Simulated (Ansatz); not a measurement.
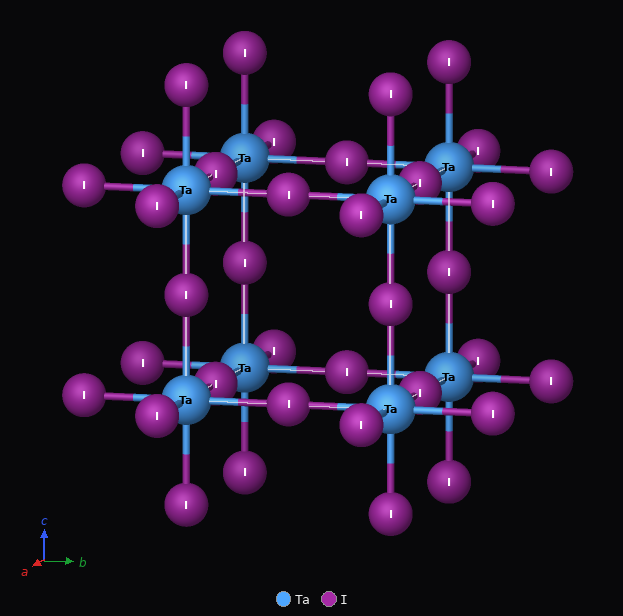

A ball-and-stick picture of a crystal structure, seen slightly off an axis. Lines trace the edges of the conventional unit cell. Neighbours across the faces are drawn wherever a bond reaches them.

TaI3, ReO₃ type, space group Pm-3m (No. 221), a = 5.608 Å, b = 5.608 Å, c = 5.608 Å, α = 90.00°, β = 90.00°, γ = 90.00°. Provenance: a structure type filled with these elements by a generator (whether the compound takes this form wasn't checked). Earlier steps of the study, as a rule a relaxation of our own, may have changed the cell and positions, so they can lie some per cent off the listed ones. It went into a calculation with Ansatz.

This one geometry was computed with Ansatz (DFT, plane waves, PAW) at four levels of theory: PBE, r2SCAN, PBEsol and LDA.

Which level gives the highest pressure at this volume, and what does that say about its equilibrium volume?

Highest: PBE (0.0 GPa) and r2SCAN (0.1 GPa), which points to the largest equilibrium volume. Lowest, with the smallest volume: LDA (-3.0 GPa). Levels within 0.5 GPa of each other can't be told apart.

How does the band gap change with the level of theory?

All levels give a metal.

Collect the results in a table.

| level | cutoff (eV) | k-mesh of the run's cell | gap (eV) | pressure (GPa) | absolute moment (μB/atom) |
| --- | --- | --- | --- | --- | --- |
| PBE | 420 | 6×6×3 | metal | 0.0 | 0.36 |
| r2SCAN | 500 | 6×6×3 | metal | 0.1 | 0.47 |
| PBEsol | 420 | 6×6×3 | metal | -1.8 | 0.33 |
| LDA | 420 | 6×6×3 | metal | -3.0 | 0.25 |

Gaps are taken on the k-mesh or band path of each run.
